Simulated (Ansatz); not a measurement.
CH₄AlBF₂O: geometry relaxation (part 2 of 2)

CH₄AlBF₂O; RKS PBE0-D4/6-31G* (Ansatz 0.2.0). It belongs to a series of runs on one base structure; here: end point A relaxed.

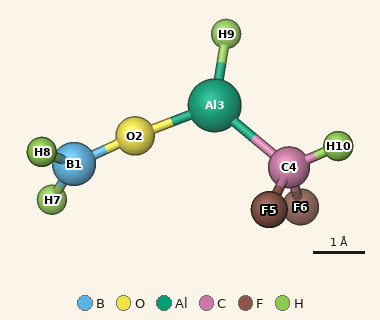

**Figure 1.** The geometry at step 20 of the log (ball-and-stick view, seen at a tilt; atoms are numbered from 1 in the order of the input).

**Trajectory as extended XYZ, continued**
```
10
Properties=species:S:1:pos:R:3:forces:R:3 step=10 energy=-15844.30055
B    -0.5716   -0.8550    2.1708   -0.0091  -0.0529   0.0409
O    -0.0454   -0.1274    1.1767   -0.0250  -0.0183   0.0943
Al    0.6041    0.8402   -0.0546    0.0261   0.0284   0.0648
C     0.2330    0.2203   -1.9184   -0.0160   0.0475  -0.0594
F     0.3248   -1.1418   -2.0147   -0.0019  -0.0438  -0.0094
F    -1.0836    0.5679   -2.1661    0.0132   0.0027  -0.0204
H    -1.4632   -0.3886    2.8434    0.0544  -0.0535  -0.1058
H    -0.1410   -1.9658    2.3849   -0.0155   0.1349  -0.0045
H     1.3977    2.1596    0.3235    0.0068  -0.0392  -0.0113
H     0.8282    0.6396   -2.7426   -0.0330  -0.0057   0.0108
10
Properties=species:S:1:pos:R:3:forces:R:3 step=11 energy=-15844.31760
B    -0.5730   -0.8581    2.1748   -0.0108  -0.0113   0.0055
O    -0.0389   -0.1130    1.1998    0.0156   0.0140   0.0211
Al    0.6198    0.8304   -0.0447    0.0251   0.0059  -0.0677
C     0.2080    0.2348   -1.9168   -0.0168  -0.0146   0.0190
F     0.2894   -1.1306   -2.0163   -0.0006  -0.0058  -0.0047
F    -1.1010    0.5919   -2.1731   -0.0024   0.0106   0.0040
H    -1.5838   -0.4820    2.7140    0.0042  -0.0293  -0.0185
H    -0.0302   -1.8857    2.4981   -0.0057   0.0432   0.0030
H     1.4827    2.1119    0.3052   -0.0074  -0.0179   0.0276
H     0.8100    0.6492   -2.7380   -0.0012   0.0052   0.0107
10
Properties=species:S:1:pos:R:3:forces:R:3 step=12 energy=-15844.30327 accepted=F
B    -0.5626   -0.8345    2.1723    0.0452  -0.0486  -0.0598
O    -0.0173   -0.0988    1.1965   -0.1187  -0.1371   0.0499
Al    0.6571    0.8004   -0.0721   -0.1183   0.0248   0.2950
C     0.1857    0.2232   -1.9321    0.1003   0.0416  -0.0535
F     0.2489   -1.1406   -2.0711   -0.0575   0.1379   0.0348
F    -1.1172    0.6178   -2.1632    0.0901  -0.0738   0.0425
H    -1.6534   -0.5501    2.5987    0.0134   0.0296  -0.0185
H     0.0522   -1.7760    2.6070   -0.0064   0.0096   0.0198
H     1.4980    2.0514    0.4056    0.0795   0.0526  -0.2020
H     0.7916    0.6563   -2.7386   -0.0276  -0.0365  -0.1083
10
Properties=species:S:1:pos:R:3:forces:R:3 step=13 energy=-15844.32091
B    -0.5760   -0.8588    2.1673    0.0546   0.0199   0.1010
O    -0.0350   -0.1080    1.2010   -0.0155  -0.0115  -0.0091
Al    0.6328    0.8240   -0.0476    0.0004  -0.0013  -0.0251
C     0.2002    0.2361   -1.9174    0.0151  -0.0095   0.0236
F     0.2703   -1.1297   -2.0229   -0.0074   0.0081  -0.0028
F    -1.1066    0.6060   -2.1631   -0.0077   0.0049   0.0056
H    -1.6268   -0.5227    2.6567    0.0174  -0.0484  -0.0524
H     0.0151   -1.8395    2.5519   -0.0564   0.0415  -0.0361
H     1.5081    2.0919    0.3164    0.0004  -0.0027   0.0026
H     0.8009    0.6498   -2.7394   -0.0008  -0.0010  -0.0073
10
Properties=species:S:1:pos:R:3:forces:R:3 step=14 energy=-15844.30155 accepted=F
B    -0.5513   -0.8296    2.1971   -0.4530  -0.3951  -0.4081
O    -0.0168   -0.0904    1.2179    0.0600   0.0835   0.1372
Al    0.6439    0.8218   -0.0494    0.0116   0.0266   0.0315
C     0.1938    0.2347   -1.9147    0.0180  -0.0227   0.0120
F     0.2542   -1.1312   -2.0218   -0.0090   0.0040  -0.0019
F    -1.1119    0.6140   -2.1499   -0.0153   0.0061   0.0084
H    -1.6737   -0.5733    2.5876    0.3151   0.0828   0.0887
H     0.0270   -1.8256    2.5642    0.0613   0.2011   0.1532
H     1.5273    2.0836    0.3136    0.0076   0.0129  -0.0220
H     0.7904    0.6449   -2.7415    0.0037   0.0007   0.0011
10
Properties=species:S:1:pos:R:3:forces:R:3 step=15 energy=-15844.32276
B    -0.5724   -0.8575    2.1649    0.0188   0.0089   0.0269
O    -0.0285   -0.1034    1.2026   -0.0017  -0.0048   0.0036
Al    0.6414    0.8252   -0.0477   -0.0077  -0.0082  -0.0066
C     0.2011    0.2339   -1.9132   -0.0136  -0.0206  -0.0009
F     0.2513   -1.1326   -2.0182   -0.0047   0.0146   0.0041
F    -1.1043    0.6212   -2.1479    0.0075   0.0027   0.0118
H    -1.6451   -0.5492    2.6201    0.0023  -0.0172  -0.0212
H     0.0286   -1.8218    2.5685   -0.0156   0.0148  -0.0111
H     1.5130    2.0949    0.3159    0.0040   0.0052  -0.0007
H     0.7979    0.6383   -2.7421    0.0107   0.0046  -0.0061
10
Properties=species:S:1:pos:R:3:forces:R:3 step=16 energy=-15844.32391
B    -0.5679   -0.8599    2.1622   -0.0011   0.0053  -0.0057
O    -0.0206   -0.1003    1.2061    0.0076   0.0004   0.0044
Al    0.6466    0.8264   -0.0474   -0.0073  -0.0077  -0.0016
C     0.2030    0.2296   -1.9098    0.0027  -0.0032   0.0180
F     0.2171   -1.1369   -2.0112   -0.0114   0.0052  -0.0021
F    -1.0939    0.6519   -2.1373    0.0001  -0.0029  -0.0001
H    -1.6613   -0.5797    2.5838    0.0010  -0.0051  -0.0066
H     0.0466   -1.8047    2.5882    0.0010   0.0031   0.0011
H     1.5074    2.1052    0.3104    0.0004   0.0035  -0.0003
H     0.8057    0.6174   -2.7422    0.0070   0.0014  -0.0071
10
Properties=species:S:1:pos:R:3:forces:R:3 step=17 energy=-15844.32480
B    -0.5606   -0.8651    2.1571   -0.0434  -0.0002  -0.0091
O    -0.0085   -0.0962    1.2112    0.0116   0.0020   0.0070
Al    0.6531    0.8290   -0.0466   -0.0146  -0.0082   0.0043
C     0.2060    0.2229   -1.9040   -0.0208  -0.0228   0.0012
F     0.1593   -1.1436   -1.9993   -0.0126   0.0700   0.0011
F    -1.0755    0.7024   -2.1266    0.0588  -0.0275  -0.0006
H    -1.6831   -0.6257    2.5311    0.0569  -0.0114  -0.0101
H     0.0757   -1.7795    2.6179   -0.0108   0.0147   0.0026
H     1.4951    2.1231    0.3032   -0.0064  -0.0042  -0.0045
H     0.8215    0.5816   -2.7410   -0.0188  -0.0123   0.0082
10
Properties=species:S:1:pos:R:3:forces:R:3 step=18 energy=-15844.32515
B    -0.5577   -0.8674    2.1562   -0.0422  -0.0025  -0.0145
O    -0.0055   -0.0958    1.2126    0.0133   0.0025   0.0067
Al    0.6523    0.8306   -0.0462   -0.0111  -0.0051   0.0048
C     0.2074    0.2213   -1.9024   -0.0222  -0.0257  -0.0160
F     0.1392   -1.1443   -1.9933   -0.0094   0.0666   0.0033
F    -1.0666    0.7199   -2.1289    0.0554  -0.0244   0.0016
H    -1.6848   -0.6375    2.5209    0.0484  -0.0072  -0.0051
H     0.0826   -1.7753    2.6235   -0.0060   0.0114   0.0045
H     1.4869    2.1301    0.3008   -0.0070  -0.0040  -0.0036
H     0.8292    0.5674   -2.7404   -0.0192  -0.0115   0.0183
10
Properties=species:S:1:pos:R:3:forces:R:3 step=19 energy=-15844.32600
B    -0.5456   -0.8780    2.1529   -0.0198  -0.0012  -0.0117
O     0.0053   -0.0967    1.2168    0.0137  -0.0015   0.0062
Al    0.6453    0.8369   -0.0453   -0.0083   0.0085   0.0087
C     0.2126    0.2147   -1.8974   -0.0567  -0.0613  -0.0871
F     0.0575   -1.1460   -1.9687    0.0083   0.1499   0.0001
F    -1.0280    0.7906   -2.1484    0.1213  -0.0552   0.0147
H    -1.6833   -0.6755    2.4947    0.0094   0.0017   0.0036
H     0.1075   -1.7659    2.6390    0.0061  -0.0001   0.0031
H     1.4457    2.1598    0.2927   -0.0075  -0.0076  -0.0040
H     0.8659    0.5090   -2.7335   -0.0665  -0.0331   0.0665
10
Properties=species:S:1:pos:R:3:forces:R:3 step=20 energy=-15844.32625
B    -0.5463   -0.8824    2.1504   -0.0062   0.0540   0.0563
O     0.0039   -0.0990    1.2155    0.0022  -0.0166  -0.0085
Al    0.6430    0.8370   -0.0451   -0.0042   0.0035   0.0037
C     0.2133    0.2151   -1.8980   -0.0338  -0.0481  -0.0831
F     0.0517   -1.1436   -1.9687    0.0019   0.0964   0.0064
F    -1.0224    0.7965   -2.1533    0.0699  -0.0327   0.0137
H    -1.6824   -0.6760    2.4989    0.0225  -0.0221  -0.0248
H     0.1121   -1.7631    2.6431   -0.0097  -0.0152  -0.0196
H     1.4417    2.1602    0.2937   -0.0060  -0.0021  -0.0007
H     0.8684    0.5041   -2.7336   -0.0365  -0.0171   0.0567
10
Properties=species:S:1:pos:R:3:forces:R:3 step=21 energy=-15844.32714
B    -0.5393   -0.8828    2.1577   -0.0330  -0.0104  -0.0003
O     0.0052   -0.1000    1.2190    0.0019  -0.0061   0.0081
Al    0.6351    0.8376   -0.0452    0.0054   0.0096   0.0042
C     0.2149    0.2136   -1.8993   -0.0036  -0.0275  -0.0557
F     0.0204   -1.1391   -1.9645   -0.0099   0.0166   0.0073
F    -1.0011    0.8242   -2.1722   -0.0001  -0.0030   0.0095
H    -1.6799   -0.6882    2.5001    0.0446  -0.0048  -0.0066
H     0.1223   -1.7647    2.6453   -0.0103   0.0154  -0.0017
H     1.4211    2.1682    0.2911   -0.0012   0.0067   0.0011
H     0.8842    0.4803   -2.7291    0.0062   0.0035   0.0341
10
Properties=species:S:1:pos:R:3:forces:R:3 step=22 energy=-15844.32783
B    -0.5304   -0.8883    2.1603   -0.0253  -0.0266  -0.0127
O     0.0086   -0.1024    1.2211    0.0027  -0.0032   0.0135
Al    0.6262    0.8402   -0.0453   -0.0064   0.0095   0.0050
C     0.2163    0.2093   -1.8993   -0.0236  -0.0261  -0.0311
F    -0.0319   -1.1354   -1.9553   -0.0007   0.0644  -0.0042
F    -0.9710    0.8674   -2.1966    0.0473  -0.0324   0.0101
H    -1.6739   -0.7060    2.4981    0.0355   0.0013   0.0000
H     0.1383   -1.7638    2.6504   -0.0097   0.0216   0.0011
H     1.3895    2.1849    0.2876    0.0005   0.0020  -0.0027
H     0.9114    0.4431   -2.7181   -0.0202  -0.0105   0.0210
10
Properties=species:S:1:pos:R:3:forces:R:3 step=23 energy=-15844.32811
B    -0.5217   -0.8954    2.1640   -0.0152  -0.0234  -0.0117
O     0.0097   -0.1060    1.2233    0.0045   0.0007   0.0077
Al    0.6136    0.8432   -0.0451   -0.0082   0.0043   0.0011
C     0.2182    0.2060   -1.9004   -0.0547  -0.0206  -0.0356
F    -0.0855   -1.1283   -1.9481    0.0141   0.1176  -0.0130
F    -0.9367    0.9117   -2.2259    0.1010  -0.0728   0.0202
H    -1.6663   -0.7236    2.5012    0.0217   0.0017   0.0020
H     0.1557   -1.7625    2.6569   -0.0076   0.0190   0.0000
H     1.3569    2.2001    0.2843   -0.0020  -0.0030  -0.0041
H     0.9390    0.4039   -2.7074   -0.0536  -0.0234   0.0333
10
Properties=species:S:1:pos:R:3:forces:R:3 step=24 energy=-15844.32850
B    -0.5216   -0.8965    2.1638   -0.0103  -0.0092  -0.0041
O     0.0090   -0.1066    1.2232    0.0048  -0.0005   0.0034
Al    0.6122    0.8436   -0.0449   -0.0013   0.0027   0.0012
C     0.2184    0.2062   -1.9003   -0.0256  -0.0080  -0.0273
F    -0.0872   -1.1263   -1.9483    0.0031   0.0574  -0.0065
F    -0.9337    0.9124   -2.2279    0.0497  -0.0380   0.0119
H    -1.6651   -0.7236    2.5031    0.0121  -0.0011   0.0005
H     0.1563   -1.7624    2.6572   -0.0037   0.0100  -0.0013
H     1.3555    2.2004    0.2842   -0.0027  -0.0011  -0.0018
H     0.9392    0.4017   -2.7070   -0.0260  -0.0123   0.0242
10
Properties=species:S:1:pos:R:3:forces:R:3 step=25 energy=-15844.32882
B    -0.5174   -0.9002    2.1656   -0.0012   0.0012  -0.0020
O     0.0093   -0.1090    1.2239    0.0049   0.0001   0.0002
Al    0.6067    0.8444   -0.0447   -0.0052   0.0027   0.0022
C     0.2192    0.2048   -1.9007   -0.0065   0.0032  -0.0130
F    -0.1135   -1.1201   -1.9466   -0.0023   0.0107  -0.0013
F    -0.9140    0.9324   -2.2427    0.0146  -0.0113   0.0056
H    -1.6605   -0.7310    2.5064   -0.0010  -0.0013   0.0001
H     0.1645   -1.7618    2.6597    0.0014   0.0004   0.0004
H     1.3378    2.2081    0.2826   -0.0001  -0.0017  -0.0006
H     0.9510    0.3814   -2.7008   -0.0046  -0.0039   0.0083
10
Properties=species:S:1:pos:R:3:forces:R:3 step=26 energy=-15844.32901
B    -0.5105   -0.9053    2.1689   -0.0004   0.0049  -0.0045
O     0.0089   -0.1114    1.2254    0.0040   0.0032  -0.0007
Al    0.5942    0.8479   -0.0445    0.0058  -0.0096   0.0006
C     0.2201    0.2028   -1.9014   -0.0160   0.0036  -0.0084
F    -0.1542   -1.1112   -1.9428    0.0063   0.0234  -0.0021
F    -0.8845    0.9633   -2.2670    0.0211  -0.0155   0.0020
H    -1.6542   -0.7446    2.5107   -0.0068  -0.0016   0.0017
H     0.1786   -1.7608    2.6636    0.0044  -0.0018   0.0010
H     1.3141    2.2180    0.2804   -0.0039   0.0000  -0.0004
H     0.9705    0.3502   -2.6904   -0.0144  -0.0066   0.0108
10
Properties=species:S:1:pos:R:3:forces:R:3 step=27 energy=-15844.32883 accepted=F
B    -0.4998   -0.9107    2.1755   -0.0043  -0.0209  -0.0394
O     0.0113   -0.1158    1.2283    0.0101   0.0125   0.0040
Al    0.5842    0.8480   -0.0441   -0.0234   0.0074   0.0052
C     0.2212    0.2000   -1.9022   -0.0358   0.0023  -0.0428
F    -0.2138   -1.0961   -1.9388    0.0221   0.0619  -0.0040
F    -0.8399    1.0079   -2.2998    0.0709  -0.0535   0.0216
H    -1.6460   -0.7636    2.5142   -0.0090   0.0103   0.0118
H     0.1968   -1.7600    2.6695    0.0122   0.0020   0.0162
H     1.2734    2.2350    0.2766    0.0055  -0.0107  -0.0010
H     0.9955    0.3041   -2.6763   -0.0484  -0.0112   0.0285
10
Properties=species:S:1:pos:R:3:forces:R:3 step=28 energy=-15844.32912
B    -0.5058   -0.9092    2.1707    0.0044   0.0089   0.0044
O     0.0096   -0.1139    1.2262    0.0017   0.0009  -0.0015
Al    0.5888    0.8483   -0.0444   -0.0033  -0.0029   0.0017
C     0.2203    0.2020   -1.9019   -0.0125   0.0048  -0.0113
F    -0.1833   -1.1033   -1.9403    0.0044   0.0165  -0.0012
F    -0.8626    0.9851   -2.2839    0.0204  -0.0155   0.0040
H    -1.6505   -0.7543    2.5125   -0.0036  -0.0038  -0.0029
H     0.1888   -1.7587    2.6681    0.0004  -0.0030  -0.0013
H     1.2955    2.2254    0.2793    0.0004  -0.0018   0.0001
H     0.9823    0.3276   -2.6834   -0.0123  -0.0041   0.0080
10
Properties=species:S:1:pos:R:3:forces:R:3 step=29 energy=-15844.32915
B    -0.5002   -0.9111    2.1746   -0.0064  -0.0159  -0.0223
O     0.0099   -0.1149    1.2280    0.0035   0.0078   0.0051
Al    0.5814    0.8499   -0.0441   -0.0009   0.0006   0.0039
C     0.2201    0.2013   -1.9022   -0.0138   0.0052  -0.0210
F    -0.2122   -1.0949   -1.9373    0.0043   0.0162  -0.0006
F    -0.8404    1.0059   -2.3022    0.0220  -0.0188   0.0069
H    -1.6473   -0.7662    2.5128    0.0006   0.0053   0.0060
H     0.1990   -1.7574    2.6711    0.0043   0.0052   0.0082
H     1.2791    2.2319    0.2780    0.0005  -0.0024  -0.0001
H     0.9936    0.3046   -2.6758   -0.0141  -0.0030   0.0138
10
Properties=species:S:1:pos:R:3:forces:R:3 step=30 energy=-15844.32919
B    -0.5000   -0.9128    2.1736    0.0010   0.0025  -0.0018
O     0.0096   -0.1155    1.2276    0.0010   0.0028   0.0007
Al    0.5801    0.8504   -0.0441    0.0011  -0.0021   0.0027
C     0.2197    0.2015   -1.9023   -0.0047   0.0050  -0.0169
F    -0.2162   -1.0934   -1.9367    0.0029   0.0117  -0.0007
F    -0.8374    1.0085   -2.3050    0.0127  -0.0126   0.0029
H    -1.6468   -0.7678    2.5130   -0.0018  -0.0013  -0.0009
H     0.2012   -1.7556    2.6731    0.0012  -0.0011   0.0006
H     1.2778    2.2323    0.2784   -0.0003  -0.0016   0.0002
H     0.9950    0.3016   -2.6745   -0.0132  -0.0033   0.0131
```

The run was set up as follows.

**Input file**
```yaml
crystal:
  periodic: [false, false, false]
  atoms:
    - { symbol: B, position_ang: [-0.3872, -0.7994, 1.9746] }
    - { symbol: O, position_ang: [0.8751, -0.4408, 1.4089] }
    - { symbol: Al, position_ang: [0.5166, 0.7622, 0.0437] }
    - { symbol: C, position_ang: [0.2601, 0.1133, -1.7896] }
    - { symbol: F, position_ang: [0.2461, -1.2848, -1.819] }
    - { symbol: F, position_ang: [-1.072, 0.5308, -2.1826] }
    - { symbol: H, position_ang: [-0.8334, -0.1312, 2.8785] }
    - { symbol: H, position_ang: [-1.0081, -1.6598, 1.5401] }
    - { symbol: H, position_ang: [0.5375, 2.3443, 0.4066] }
    - { symbol: H, position_ang: [0.9483, 0.5144, -2.4583] }
basis:
  gaussian: { orbitals: "6-31G*" }
hamiltonian:
  xc: pbe0
  dispersion: d4
relax:
  f_tol: 0.02
  max_steps: 50
```

Command:
```bash
ansatz run input.yaml --threads 2 --pin off --max-ram 3072MiB --backend cpu --events-out ev --progress --plain --runs-dir out
```

**Summary**

| quantity | value |
| --- | --- |
| outcome | converged |
| total energy | −15844.3292 eV |
| mean-field energy | −15844.1854 eV |
| largest force (length of the vector) at the end | 0.019 eV/Å |
| hardware | 2 threads of Intel Xeon @ 2.50GHz (Skylake/Cascade Lake), 189 GiB of memory available, shared host |
| wall time | 3.5 min (CPU time 6.3 min) |
| peak memory | 0.23 GiB |
